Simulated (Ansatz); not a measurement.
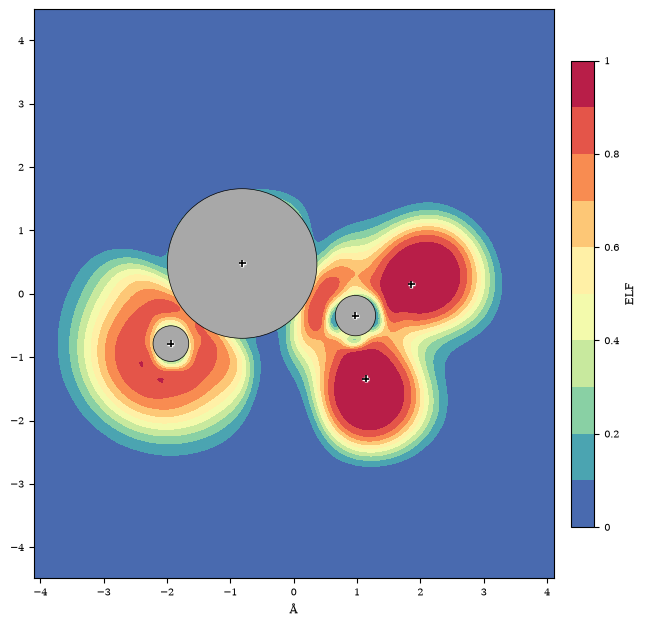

The electron localisation function on a plane through atoms (crosses mark nuclei in the plane; grey discs cover the cores).

Theory: Ansatz 0.2.0, RKS PBE0-D4/def2-TZVPP.

Candidates:
A. CH$_{3}$FMg (SMILES [CH3][Mg][F])
B. C$_{4}$H$_{4}$Sn (SMILES C#[C][SnH2][C]#C)
C. FH$_{4}$N$_{2}$NbO (SMILES [NH2][Nb]([NH2])(=[O])[F])

### Which system is this?

Candidate C: FH$_{4}$N$_{2}$NbO on the plane of atoms Nb2, N1 and H6, which holds N, Nb, O and H. Nb–O (1.69 Å): the ELF peaks at about 0.80 in the valence shell of O, 0.5 Å from its nucleus, and drops to about 0.40 between the two atoms. Nb–N (1.97 Å): the ELF peaks at about 0.85 in the valence shell of N, 0.6 Å from its nucleus, and is about 0.35 at the midpoint.
